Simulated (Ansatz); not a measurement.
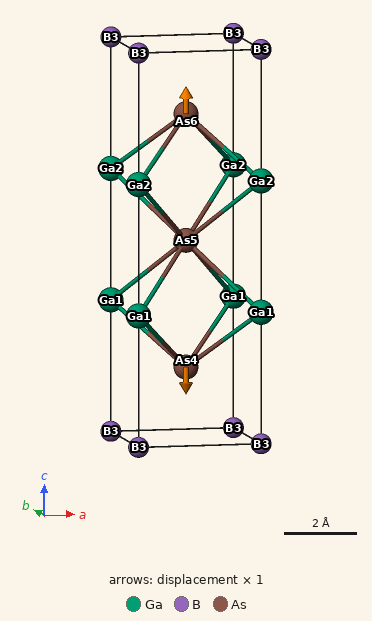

This is a relaxation of crystalline Ga$_{2}$BAs$_{3}$ (a generated structure, set up in P4/mmm) (coarse preliminary run). The starting structure is drawn; orange arrows show the displacements (the part carried along by the change of the cell is left out), at their true length.

A ball-and-stick model of the cell of the calculation, seen slightly off an axis.

Level of theory: DFT PBE, scalar-relativistic, plane waves, PAW in Ansatz 0.2.0. Set-up: plane-wave cutoff 420 eV; k-point mesh 6 × 6 × 2; occupations gaussian; smearing width 0.1 eV; no spin polarisation; cell and atoms relaxed; force threshold 0.04 eV/Å; at most 70 steps.

Atoms of which element are displaced furthest, and by how much?

Arsenic: up to 0.79 Å, against 0.07 Å for gallium.

What happened in the run?

The largest moves relative to the cell, 0.79 Å, are those of As4 and As6. As4 goes along −c. By element the largest moves are As 0.79 Å, Ga 0.07 Å. B stays in place. The drawn cell changes as follows: a = b 3.539 → 3.132 Å (−11.5 %), c 11.205 → 11.250 Å (+0.4 %); the volume changes by −21.4 %. Near-neighbour distances that change, for instance: As4–As6 4.005 → 2.444 Å, B3–As4 3.205 → 2.529 Å, As4–As4 3.539 → 3.132 Å, Ga1–As4 3.044 → 3.416 Å. New bonds form: As4–As6 (4.01 → 2.44 Å). The space group stays P4/mmm (No. 123). Over 9 accepted moves (10 points after the start) the energy falls by 503 meV per atom. Largest force component: 0.31 eV/Å at the start, 0.013 eV/Å at the end. The pressure goes from −9.93 to −0.10 GPa. At 1 point the geometry stayed and the basis and grid were re-selected for the new cell (energy shift of 0.8 meV per atom at most each time).
